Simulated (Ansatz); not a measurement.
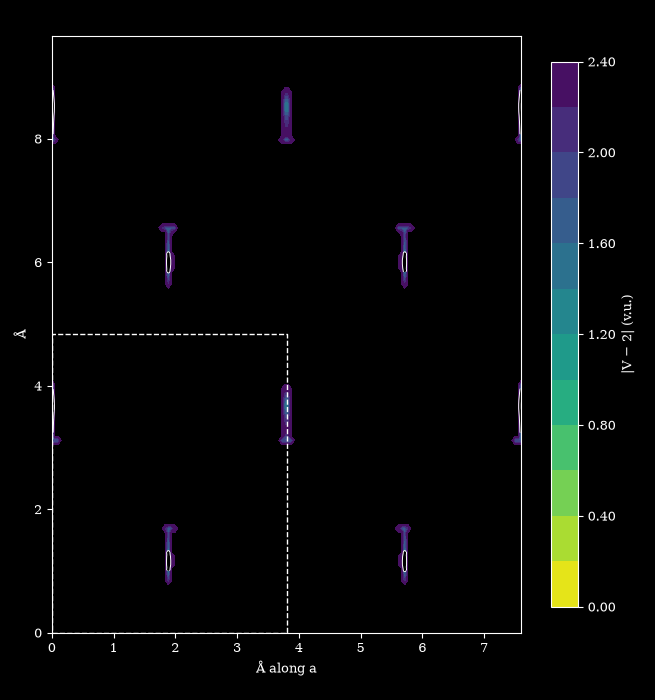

Bond-valence mismatch |V − 2| for Mg2+ in SnO in space group P4/nmm on the section y = 0.250 (parallel to a and c; the dashed line is one cell); the black line is the 1.2 v.u. contour, and values above the scale's top are cut off.

At each point the valence sum V of a Mg2+ ion is computed from the anions within 5 Å (s = exp((R0 − d)/b), R0 fitted to published crystal structures with b = 0.37 Å; R0: Mg2+–O 1.677 Å). Points too close to the other cations are excluded (2.1 Å from Sn). Mg2+ is a guest here, not part of the formula. This is an empirical screen for pathways, not an energy calculation.

Origin of the cell: a calculation's input that goes back to an entry of the Crystallography Open Database (an earlier step may have relaxed or displaced it).

```xyz
4
Lattice="3.8020 0.0000 0.0000 0.0000 3.8020 0.0000 0.0000 0.0000 4.8360" Properties=species:S:1:pos:R:3 pbc="T T T"
Sn    0.0000    1.9010    1.1534
Sn    1.9010    0.0000    3.6826
O     0.0000    0.0000    0.0000
O     1.9010    1.9010    0.0000
```

**In the whole crystal, how are the regions below 1.2 v.u. connected?**

No path at this level: the regions are isolated pockets that do not connect across cells.

**At which mismatch do paths open?**

No path opens below 1.4 v.u. These are grid estimates, good to about 0.1 v.u.
